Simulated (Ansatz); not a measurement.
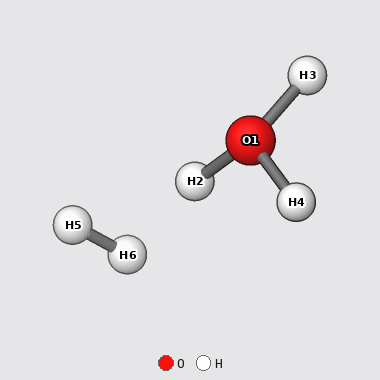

The system is the pair H₃O···H₂, charge +1; the picture shows the reference structure. 
- Coordinates scanned: (1) separation of H2 and H5 along their line in the relaxed pair; (2) sideways slip of H5, H6.
- Nothing is relaxed (both partners rigid).
- Grid: 15 × 15 points.
- Points are written as (first, second).
- Energies: kcal/mol, counted from the lowest grid point.
- These are results of Ansatz, RKS B3LYP-D4/def2-TZVPD, not measurements.

Its coordinates:

```xyz
6

O    -0.1415    0.1405   -0.8729
H    -0.0386    0.0632    0.1268
H    -0.6234   -0.6136   -1.2713
H     0.7020    0.3260   -1.3352
H    -0.1666    0.3502    1.6931
H     0.2682   -0.2662    1.6597
```

Range: separation of H2 and H5 along their line in the relaxed pair from 1.342 to 2.742 Å; sideways slip of H5, H6 from −3.00 to 3.00 Å.

What landscape does the calculation give?

The lowest grid point is at (1.584 Å, 0.00 Å). No other kind of well shows on this grid. The highest grid point, (2.742 Å, −3.00 Å), lies 6.01 kcal/mol above the lowest. Round the minimum the two coordinates are nearly uncoupled.

| second ↓, first → | 1.342 | 1.377 | 1.434 | 1.504 | 1.584 | 1.673 | 1.769 | 1.872 | 1.981 | 2.096 | 2.216 | 2.341 | 2.470 | 2.604 | 2.742 |
| --- | --- | --- | --- | --- | --- | --- | --- | --- | --- | --- | --- | --- | --- | --- | --- |
| 3.00 | 5.33 | 5.35 | 5.39 | 5.44 | 5.49 | 5.54 | 5.59 | 5.65 | 5.71 | 5.76 | 5.82 | 5.87 | 5.92 | 5.97 | 6.01 |
| 2.57 | 4.80 | 4.83 | 4.89 | 4.96 | 5.04 | 5.12 | 5.21 | 5.30 | 5.39 | 5.48 | 5.57 | 5.65 | 5.73 | 5.80 | 5.87 |
| 2.14 | 4.07 | 4.11 | 4.19 | 4.28 | 4.39 | 4.52 | 4.65 | 4.79 | 4.94 | 5.08 | 5.22 | 5.35 | 5.47 | 5.58 | 5.69 |
| 1.71 | 3.18 | 3.21 | 3.28 | 3.38 | 3.51 | 3.68 | 3.87 | 4.07 | 4.29 | 4.51 | 4.73 | 4.93 | 5.12 | 5.30 | 5.45 |
| 1.29 | 2.30 | 2.27 | 2.26 | 2.31 | 2.43 | 2.61 | 2.86 | 3.15 | 3.46 | 3.79 | 4.11 | 4.42 | 4.70 | 4.95 | 5.17 |
| 0.86 | 1.69 | 1.51 | 1.32 | 1.22 | 1.26 | 1.44 | 1.73 | 2.10 | 2.53 | 2.98 | 3.43 | 3.86 | 4.25 | 4.59 | 4.89 |
| 0.43 | 1.66 | 1.24 | 0.76 | 0.44 | 0.34 | 0.47 | 0.78 | 1.23 | 1.76 | 2.32 | 2.88 | 3.41 | 3.89 | 4.31 | 4.67 |
| 0.00 | 1.84 | 1.29 | 0.64 | 0.18 | 0.00 | 0.09 | 0.40 | 0.88 | 1.45 | 2.06 | 2.66 | 3.23 | 3.75 | 4.20 | 4.59 |
| −0.43 | 1.66 | 1.24 | 0.76 | 0.44 | 0.34 | 0.47 | 0.78 | 1.23 | 1.76 | 2.32 | 2.88 | 3.41 | 3.89 | 4.31 | 4.67 |
| −0.86 | 1.69 | 1.51 | 1.32 | 1.22 | 1.26 | 1.44 | 1.73 | 2.10 | 2.53 | 2.98 | 3.43 | 3.86 | 4.25 | 4.59 | 4.89 |
| −1.29 | 2.30 | 2.27 | 2.26 | 2.31 | 2.43 | 2.61 | 2.86 | 3.15 | 3.46 | 3.79 | 4.11 | 4.42 | 4.70 | 4.95 | 5.17 |
| −1.71 | 3.18 | 3.21 | 3.28 | 3.38 | 3.51 | 3.68 | 3.87 | 4.07 | 4.29 | 4.51 | 4.73 | 4.93 | 5.12 | 5.30 | 5.45 |
| −2.14 | 4.07 | 4.11 | 4.19 | 4.28 | 4.39 | 4.52 | 4.65 | 4.79 | 4.94 | 5.08 | 5.22 | 5.35 | 5.47 | 5.58 | 5.69 |
| −2.57 | 4.80 | 4.83 | 4.89 | 4.96 | 5.04 | 5.12 | 5.21 | 5.30 | 5.39 | 5.48 | 5.57 | 5.65 | 5.73 | 5.80 | 5.87 |
| −3.00 | 5.33 | 5.35 | 5.39 | 5.44 | 5.49 | 5.54 | 5.59 | 5.65 | 5.71 | 5.76 | 5.82 | 5.87 | 5.92 | 5.97 | 6.01 |

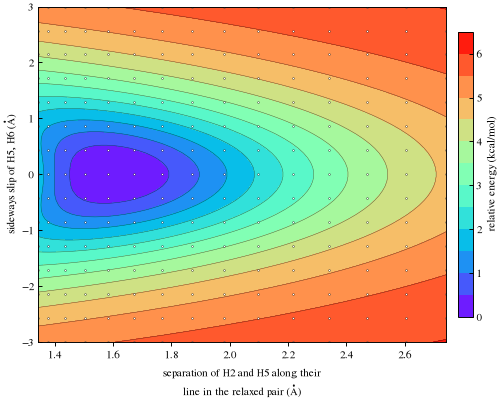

The picture shows filled contours, dots at the grid points. Between grid points the surface is interpolated.

Each point was launched as `ansatz run input.yaml --threads 1 --pin off --max-ram 2560MiB --backend cpu --events-out ev --progress --plain --runs-dir out`. The whole map (225 points run) took 4.2 min on 1 thread of Arm Neoverse V2 (shared host).
